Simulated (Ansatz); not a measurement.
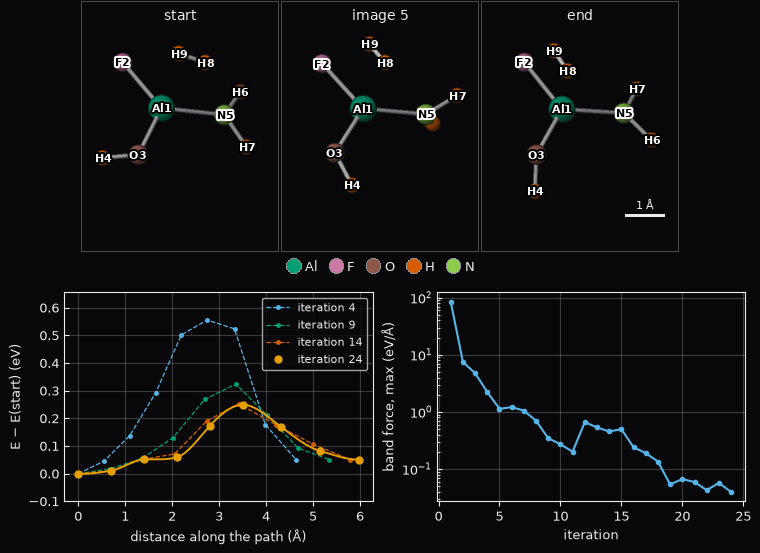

A search for the minimum-energy path of AlNH5OF by the nudged elastic band. Images are numbered from 0 (start) to 8 (end). The plot follows the band through its iterations. A ball-and-stick model, seen at a tilt.

The calculation used Ansatz, RKS LDA/def2-SVP. Set-up: 7 movable images; climbing image; force threshold 0.05 eV/Å; iteration limit 60; starting path through a guess of the saddle point.

Question: How did the profile develop, and is the result final?

Answer: The result is final at these settings. The band converged in 24 iterations. The largest component of the band force went from 85 to 0.04 eV/Å. The climbing image converged on the top of the path. Its vibrational analysis gives one imaginary mode (260i cm⁻¹), as a transition state must have. The first iteration put the highest image at 19.413 eV. The energy climbs by 0.249 eV to image 5 and then falls by 0.198 eV, so the end point sits at +0.051 eV.
